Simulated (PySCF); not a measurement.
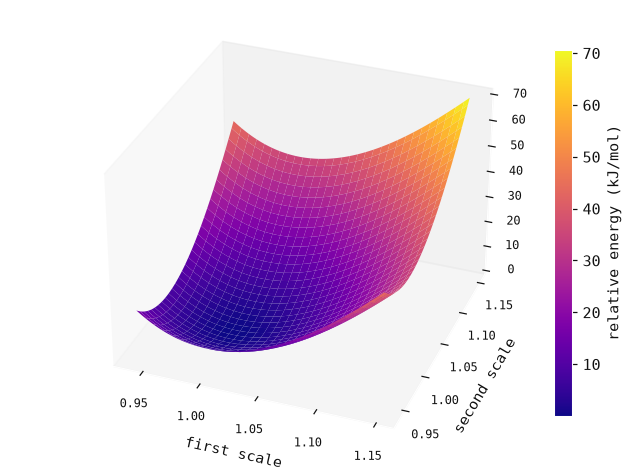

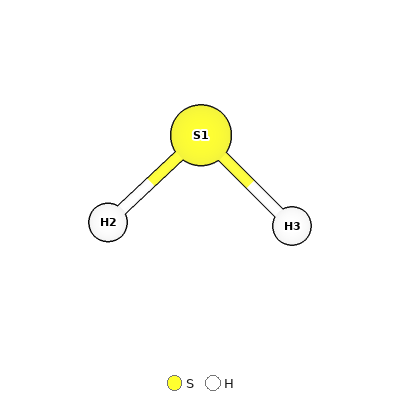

Energy landscape of SH₂, singlet, rigid, from a minimum of the shape that electron-pair counting expects: bond 1-2 scaled first, bond 1-3 second (atom 1 is the central atom; scales multiply the bond lengths of the minimum). PBE/def2-TZVP, PySCF 2.14.0, restricted determinant, no spin-orbit coupling; energies count from the minimum, which needn't lie on the grid. The map is drawn from 6 × 6 computed points, interpolated.

> How does the best value of the first coordinate follow the second?

It moves little, from 1.000 to 1.001, as the second goes from 0.94 to 1.15 (from a spline through the points).

> Which computed point is the lowest, and which the highest?

Lowest at 1.00 and 1.00 (0 kJ/mol), highest at 1.15 and 1.15 (71 kJ/mol).
